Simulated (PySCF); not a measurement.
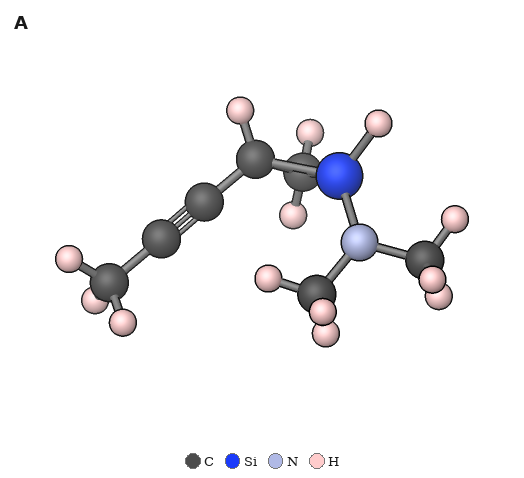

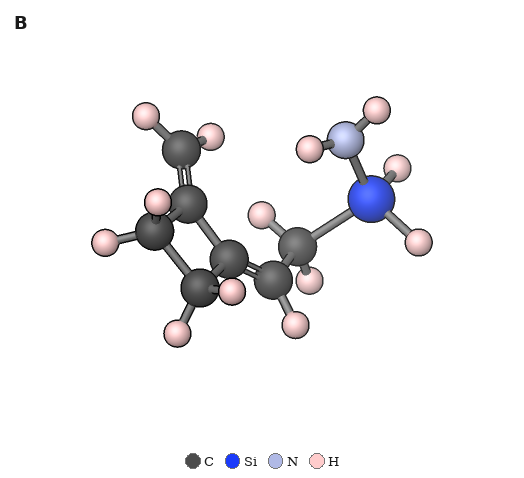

2 stationary structures of one formula. Geometries: GFN2-xTB. Electronic energies: PBE0/pcSseg-1 (PySCF 2.14.0), without zero-point energy. No frequency run is at hand to confirm each as a minimum. Each is one conformer, not always the lowest.

**Are they conformers, stereoisomers or constitutional isomers?**

They are constitutional isomers of C7H13NSi: A `CC#C[C@@H]1C[Si@@H]1N(C)C`, B `C=C1CC/C1=C/C[SiH2]N`.

**Rank them by energy, lowest first.**

B is lowest; A lies 138.3 kJ/mol above it.

The geometry is semi-empirical. Around Si such bond lengths and angles can be off by a tenth of an ångström or more and by several degrees, and values that hang on the shape move with them.
